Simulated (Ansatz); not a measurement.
## AlH3S (SMILES [AlH2][SH]): the energy, rung by rung

The species is AlH3S (5 atoms), meant as a singlet with charge 0. As SMILES, `[AlH2][SH]`. Geometry: relaxed at PBE0-D4/def2-TZVP.

```xyz
5

Al   -0.6161   -0.0642   -0.1817
S     1.1291   -0.3431    1.0966
H    -1.9817   -0.6501    0.3511
H    -0.4411    0.6960   -1.5564
H     1.9597    0.2878    0.2490
```

Each level gives the energy change with the Al1–H3 bond stretched from 1.579 to 3.947 Å (eV). The values are calculated.

```tsv
level	kind	program	value (eV)	less FCI/STO-3G	CPU time (all runs)
HF/STO-3G (restricted)	Hartree–Fock	Ansatz	9.96	+4.88	0.25 s
SVWN5/STO-3G (restricted)	LDA	Ansatz	6.98	+1.90	1.6 s
BLYP/STO-3G (restricted)	GGA	Ansatz	6.60	+1.52	2.5 s
PBE/STO-3G (restricted)	GGA	Ansatz	6.75	+1.67	2.5 s
r2SCAN/STO-3G (restricted)	meta-GGA	Ansatz	7.17	+2.09	6 s
PBE0/STO-3G (restricted)	global hybrid	Ansatz	7.65	+2.57	2.5 s
MP2/STO-3G (restricted)	perturbation theory	Ansatz	6.44	+1.36	0.31 s
BCCD(T)/STO-3G (restricted)	coupled cluster or CI	Ansatz	5.02	-0.06	0.43 s
FCI/STO-3G	exact in the basis	Ansatz	5.08	0.00	2.4 s
```

FCI/STO-3G is exact within its basis and frozen core, so for wave-function methods in that basis the difference is their error; functionals converge differently with the basis, so for them it is only a difference. Spin-restricted single references rise too steeply as a bond breaks, Hartree–Fock most of all. Perturbation and coupled-cluster corrections on them can overshoot downwards. The first shape isn't each level's own minimum. The values span 5.02 to 9.96 eV. All rows use very small basis sets, so even the best lies far from the true value. CPU times are rough (shared hosts, several kinds of processor): they show what a rung costs within a factor of a few.

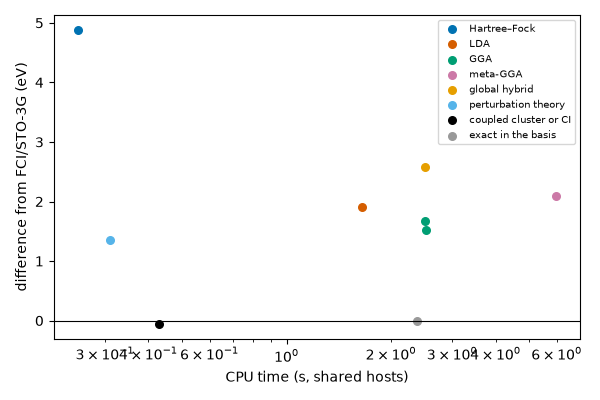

Difference from FCI/STO-3G against processor time, one point a level.
